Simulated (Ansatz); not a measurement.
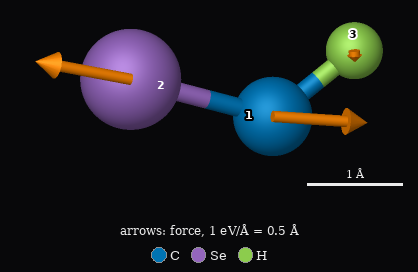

Starting geometry of CHSe (multiplicity 2) with the computed forces as orange arrows. The picture is a ball-and-stick view, seen at a tilt.

Computed with UKS BLYP-D4/def2-SVPD (Ansatz 0.2.0).

Input
```yaml
crystal:
  periodic: [false, false, false]
  atoms:
    - {symbol: C, position_ang: [-0.301799, 0.148297, -0.238235]}
    - {symbol: Se, position_ang: [1.030948, 0.568800, 0.684801]}
    - {symbol: H, position_ang: [-0.663422, -0.882911, -0.449645]}
basis:
  gaussian: {orbitals: def2-SVPD}
magnetization: {spin_polarized: true, initial_magnetization: 1}
hamiltonian: {xc: {name: BLYP}, dispersion: d4}
relax: {f_tol: 0.05, max_steps: 80, max_displacement: 0.2}
```

Run as
```bash
ansatz run in.yaml --threads 2 --pin off --events-out ev --progress --plain --max-ram 3481MiB
```

What follows when this structure is relaxed?

Answer. It isn't relaxed: the largest force vector, on Se2, is 2.21 eV/Å. The final displacements follow the starting forces only in part (cosine between the two patterns 0.63). The largest move after the best rigid fit is that of Se2, 0.047 Å. Largest moves by element: Se 0.047 Å, H 0.035 Å, C 0.025 Å. Near-neighbour distances that change, for instance: C1–Se2 1.675 → 1.725 Å, C1–H3 1.113 → 1.108 Å. Among the angles between lasting bonds that change: Se2–C1–H3 126.6° → 130.1°. Over 2 geometry steps the energy falls by 1.42 kcal/mol. Largest force component: 1.7 eV/Å at the start, 0.024 eV/Å at the end.
